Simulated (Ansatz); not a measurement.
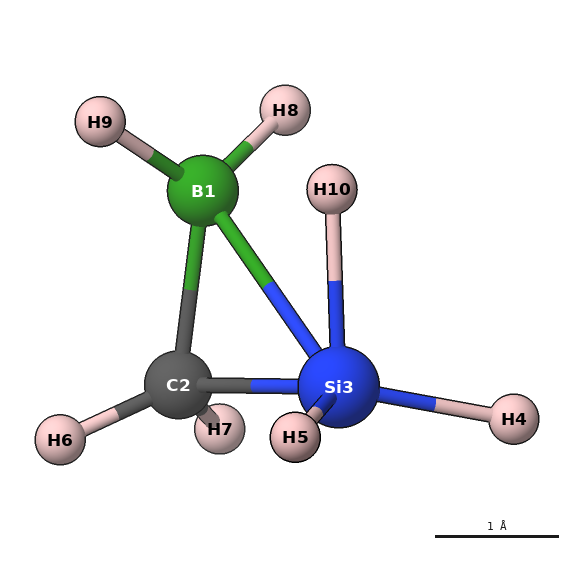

The geometry was computed by an optimisation with PBE-D4/def2-SVP. No frequency run is at hand to confirm it as a minimum.

Which atoms are bonded, and how long are the bonds?

| bond | length (Å) |
| --- | --- |
| B1–C2 | 1.621 |
| B1–Si3 | 2.186 |
| B1–H8 | 1.220 |
| B1–H9 | 1.220 |
| C2–Si3 | 1.850 |
| C2–H6 | 1.104 |
| C2–H7 | 1.104 |
| Si3–H4 | 1.496 |
| Si3–H5 | 1.496 |
| Si3–H10 | 1.610 |
